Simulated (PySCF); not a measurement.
C₄H₆N₂

The calculation's input:

```
{"job": {"kind": "nmr", "xc": "PBE0", "basis": "pcSseg-1"}, "charge": 0, "multiplicity": 1}
C      1.969453     0.774256    -0.122086
C      0.970941    -0.018293    -0.492424
C     -0.357385    -0.030493     0.138250
N     -0.760989     0.683890     1.106401
C     -1.348896    -0.990193    -0.418693
N     -2.525240    -1.142791    -0.010324
H      1.875360     1.481507     0.687604
H      2.927740     0.750607    -0.611418
H      1.105802    -0.714662    -1.309520
H     -0.081963     1.339221     1.484821
H     -1.018670    -1.609298    -1.248846
H     -2.754955    -0.524436     0.770208
```

Command:

```sh
OMP_NUM_THREADS=1 python probes_run.py task.json out
```

Geometry: GFN2-xTB.

Level of theory: PBE0/pcSseg-1, SCF density, gas phase, non-relativistic in PySCF.

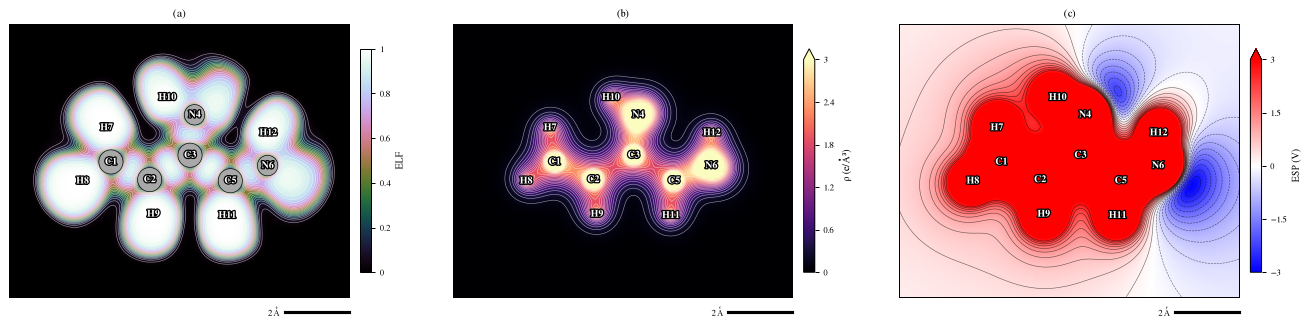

Figure 1. (a) ELF; (b) electron density; (c) electrostatic potential on the molecular plane. Grey discs cover the atomic cores in the ELF map.

### What do the fields say about this system?

- Atoms in the plane: C, N and H.
- C–N (1.25 Å): the density is about 2.9 e/Å³ at the midpoint; the ELF peaks at about 0.90 between the atoms (a multiple bond).
- C–C (1.33 Å): the density is about 2.3 e/Å³ at the midpoint; the ELF peaks at about 0.95 between the atoms; a short, multiple covalent bond.
- N–H (1.02 Å): ρ at the midpoint is about 2.8 e/Å³; the ELF climbs to about 1 towards the hydrogen, as it does in any bond to H; a covalent bond by its length.
- C–C (1.47 Å): ρ at the midpoint is about 1.8 e/Å³; the ELF peaks at about 0.95 between the atoms (localised, covalent bonding).
- C–H (1.08 Å): ρ at the midpoint is about 2 e/Å³; the ELF climbs to about 1 towards the hydrogen: an ordinary covalent bond to hydrogen.
- The ELF also peaks beside N6 and N4, away from the bonds: lone-pair regions.
- Outside the dense part of the molecule the potential is most negative (−2.9 V) near N6.

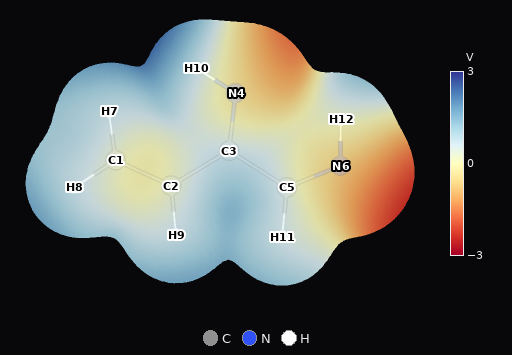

Figure 2. The electrostatic potential painted on the density surface at 0.004 e/bohr³, seen across its widest extent; red is negative and blue positive.

### Which sites attract a positive test charge, and which a negative one?

A positive charge is drawn to the negative regions and a negative charge to the positive ones. The most negative region (about −2.4 V, or −55 kcal/mol for a unit charge) lies over N6, the most positive (about +2.4 V, or +55 kcal/mol for a unit charge) over H10. N6 is the likeliest acceptor of a hydrogen bond.

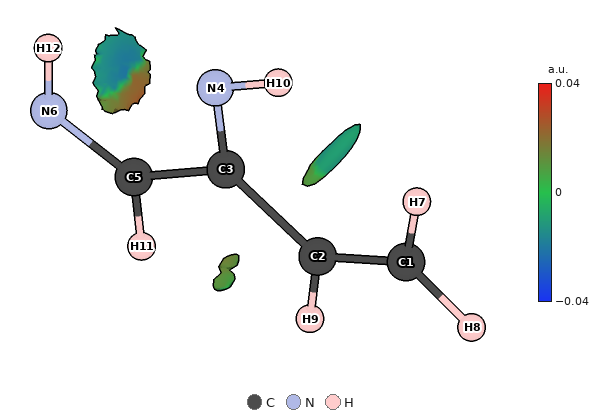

Figure 3. Non-covalent interaction (NCI) plot: the surface where the reduced density gradient is 0.6, for densities under 0.05 a.u., coloured by sign(λ₂)ρ; seen at an oblique angle.

### Which non-covalent interactions does the plot reveal?

H12···N4 (2.4 Å): a hydrogen bond (blue, attractive); between H7 and C1 on one side and H10 and N4 on the other: a weak contact, attractive (blue-green) on one side and crowded (olive to red) on the other; near H9, H11 and C5: mostly steric crowding (olive to red).
